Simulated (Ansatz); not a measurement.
# GdP (Fm-3m): from the cell to its phonons, part 2 of 2

The cell of GdP (Fm-3m) is at rest. What are its phonons? After the zone centre comes a 4×4×4 q mesh on a 12×12×12 k mesh.

Ansatz 0.2.0; DFT PBEsol+U, scalar-relativistic, plane waves, PAW.

So far. Step 2 (Modes at Γ): Before it was imposed, the acoustic sum rule was missed by 1.2e-5 eV/Å². Small misses are needed for a sound result but don't prove that mesh and cutoff are converged. The lowest optical mode is real, 231 cm⁻¹.

**3. The dispersion (continued)**

Interpolated from a 4×4×4 q mesh. The phonon branches at the labelled points (cm⁻¹):

| point | branch 1 | branch 2 | branch 3 | branch 4 | branch 5 | branch 6 |
| --- | --- | --- | --- | --- | --- | --- |
| Γ | 0 | 0 | 0 | 231 | 231 | 231 |
| X | 92 | 92 | 119 | 235 | 235 | 272 |
| U | 107 | 112 | 126 | 247 | 268 | 277 |
| jump to K | 107 | 112 | 126 | 247 | 268 | 277 |
| Γ | 0 | 0 | 0 | 231 | 231 | 231 |
| L | 106 | 106 | 164 | 253 | 253 | 303 |
| W | 107 | 107 | 131 | 264 | 264 | 275 |
| X | 92 | 92 | 119 | 235 | 235 | 272 |

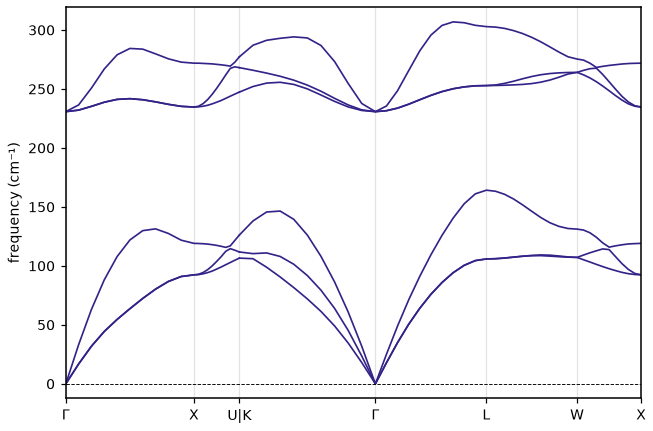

Phonon branches along the path.

Tetrahedra on a 20×20×20 mesh, mean over bins of 5 cm-1. Interpolated from a 4×4×4 q mesh. Phonon density of states against wavenumber; read off at these points:

| wavenumber (cm⁻¹) | phonon density of states (1/cm⁻¹/cell) |
| --- | --- |
| 2 | 1.0e-5 |
| 22 | 5.4e-4 |
| 38 | 0.00189 |
| 58 | 0.00665 |
| 72 | 0.0141 |
| 92 | 0.0392 |
| 108 | 0.0896 |
| 112 | 0.0543 |
| 128 | 0.0228 |
| 132 | 0.0364 |
| 148 | 0.0204 |
| 162 | 0.00171 |
| 182 | 0 |
| 198 | 0 |
| 218 | 0 |
| 238 | 0.0180 |
| 252 | 0.110 |
| 272 | 0.0207 |
| 288 | 0.0368 |
| 292 | 0.0397 |
| 308 | 0.00152 |

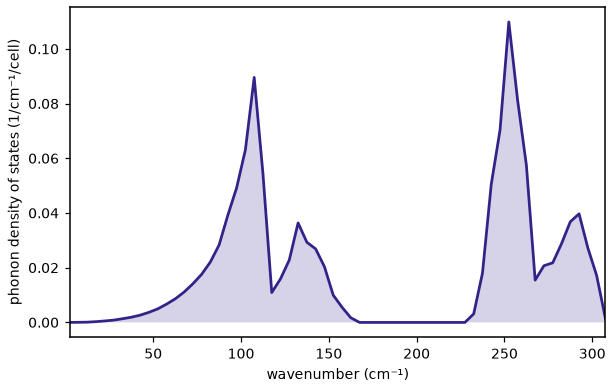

Phonon density of states against wavenumber.

The partial phonon density of states has structure finer than the step of the table below, so its rows give means over 20 cm⁻¹, whole bins alone (the curve runs from -10 to 326 cm⁻¹). Peaks (cm⁻¹: height): Gd 108.4: 0.0843, 133.8: 0.0344; P 254.3: 0.0982, 292.3: 0.0371.

Phonopy on the run's constants, 17x17x17 mesh, Gaussian sigma 2.4 cm-1. Interpolated from a 4×4×4 q mesh. Partial phonon density of states against wavenumber; means over each step; values in 1/cm⁻¹/cell:

| wavenumber (cm⁻¹) | Gd | P |
| --- | --- | --- |
| 0 | 2.5e-5 | 5.3e-6 |
| 20 | 3.8e-4 | 7.2e-5 |
| 40 | 0.00210 | 3.5e-4 |
| 60 | 0.00699 | 9.3e-4 |
| 80 | 0.0190 | 0.00178 |
| 100 | 0.0562 | 0.00249 |
| 120 | 0.0268 | 8.9e-4 |
| 140 | 0.0264 | 5.9e-4 |
| 160 | 0.00482 | 8.1e-5 |
| 180 | 9.0e-7 | 0 |
| 200 | 0 | 0 |
| 220 | 2.0e-5 | 1.2e-4 |
| 240 | 0.00300 | 0.0337 |
| 260 | 0.00272 | 0.0627 |
| 280 | 8.1e-4 | 0.0255 |
| 300 | 6.2e-4 | 0.0208 |

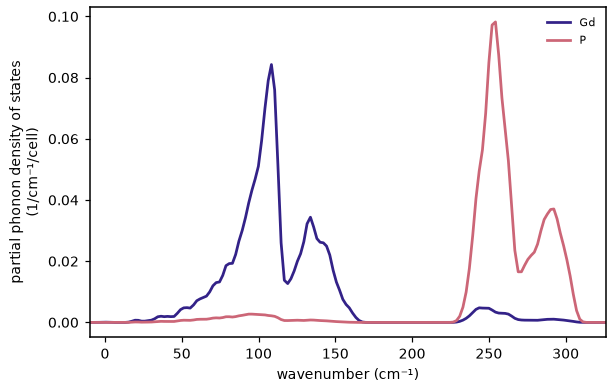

Partial phonon density of states, plotted against wavenumber.

Second derivatives of the energy by pair, one row for each kind of neighbour of each atom listed. Each entry sums the pair over the periodic images of the supercell that the q mesh stands for, and in a polar crystal it holds the long-range dipole part too. Force constants by pair, by row:

| atom | neighbour | distance (Å) | third of the trace (eV/Å²) | along the pair's line (eV/Å²) |
| --- | --- | --- | --- | --- |
| Gd1 | itself | 0 | 8.556 | – |
| Gd1 | P | 2.832 | -0.9966 | -2.074 |
| Gd1 | Gd | 4.006 | -0.1887 | -1.022 |
| Gd1 | P | 4.906 | -0.043 | -0.0102 |
| Gd1 | Gd | 5.665 | -0.1845 | -0.5506 |
| Gd1 | P | 6.333 | 0.0511 | 0.1736 |
| Gd1 | Gd | 6.938 | 0.0129 | 0.0171 |
| P2 | itself | 0 | 7.664 | – |
| P2 | Gd | 2.832 | -0.9966 | -2.074 |
| P2 | P | 4.006 | -0.0899 | -0.479 |
| P2 | Gd | 4.906 | -0.043 | -0.0102 |
| P2 | P | 5.665 | -0.1732 | -0.4731 |
| P2 | Gd | 6.333 | 0.0511 | 0.1736 |
| P2 | P | 6.938 | 0.0057 | -0.0043 |

Harmonic thermodynamic functions per atom, from the density of states. Interpolated from a 4×4×4 q mesh. Thermodynamic functions, by row:

| T (K) | F_vib (meV/atom) | S (J/mol-atom/K) | C_V (J/mol-atom/K) |
| --- | --- | --- | --- |
| 0 | 34.49 | 0 | 0 |
| 50 | 34.07 | 2.945 | 6.473 |
| 100 | 30.72 | 10.09 | 14.46 |
| 200 | 13.4 | 22.67 | 21.16 |
| 300 | -15.02 | 31.69 | 23.11 |
| 400 | -51.53 | 38.46 | 23.88 |
| 500 | -94.27 | 43.83 | 24.25 |
| 600 | -142.1 | 48.27 | 24.46 |
| 700 | -194.1 | 52.06 | 24.59 |
| 800 | -249.8 | 55.34 | 24.67 |
| 900 | -308.7 | 58.25 | 24.73 |
| 1000 | -370.4 | 60.86 | 24.77 |

Harmonic mean-square displacement, third of the trace. Interpolated from a 4×4×4 q mesh. Mean square displacements, by row:

| T (K) | Gd1 U_eq (Å²) | P2 U_eq (Å²) |
| --- | --- | --- |
| 0 | 0.00103 | 0.00228 |
| 100 | 0.00182 | 0.00275 |
| 300 | 0.00482 | 0.00543 |
| 600 | 0.00952 | 0.01022 |

Symmetry leaves 8 wavevectors to solve. The lowest mode among them, the acoustic zeros apart, lies at q = (0, 0.25, 0.25) and is real, 63.7 cm⁻¹.

**4. Summary of results**

```yaml
space_group_within_0p01_a: Fm-3m
volume_per_atom: 22.7 Å³
electronic_character: no gap on this mesh
highest_optical_mode_at_the_zone_centre_no_lo_to_term: 231 cm⁻¹
lowest_optical_zone_centre_mode: 231 cm⁻¹
lowest_mode_on_the_q_mesh_acoustic_modes_at_gamma_apart: 63.7 cm⁻¹
highest_frequency_on_the_path_or_at_a_solved_wavevector: 307 cm⁻¹
zero_point_energy_per_atom: 34.5 meV
heat_capacity_at_300_k: 23.1 J/(mol atoms K)
vibrational_entropy_at_300_k: 31.7 J/(mol atoms K)
debye_temperature_second_moment: 376 K
imaginary_modes_on_the_4x4x4_q_mesh: none
net_magnetic_moment_of_the_cell_as_run: 7.00 μB
```

**Reading.** The structure is a minimum as far as tested: no mode is imaginary at the 8 irreducible wavevectors of the 4×4×4 mesh, and the softest away from the acoustic zeros lies at 64 cm⁻¹. The optical modes at Γ form one degenerate level at 231 cm⁻¹. The highest mode in this list at Γ, 230.8 cm⁻¹, is mostly motion of P (84 % of the kinetic energy). On the path and the mesh, the widest gap between branches runs from 164 to 231 cm⁻¹. The ferromagnetic order comes from parallel starting moments and need not be the ground state. The magnetic start carried on was not the lowest tried: another (antiferromagnetic, q = (0.5, 0.5, 0.5)) ended 1.9 meV/atom lower in single points. With no gap, or one that is small against the smearing, the frequencies hang on the k mesh and the smearing, most of all near Kohn anomalies. Spin-orbit coupling is left out, which can matter for the heavy elements here. These are harmonic frequencies at zero temperature: anharmonic shifts, linewidths and thermal expansion are left out.

[Logs are printed without paths, hosts, clocks, repeated set-up lines and the standing remarks that a program may print on its own settings, such as how far it seeks lower states.]

[Hosts, paths, dates, database ids (printed as entryN), source tags and the programs' standing remarks are cut or masked in the printed files.]
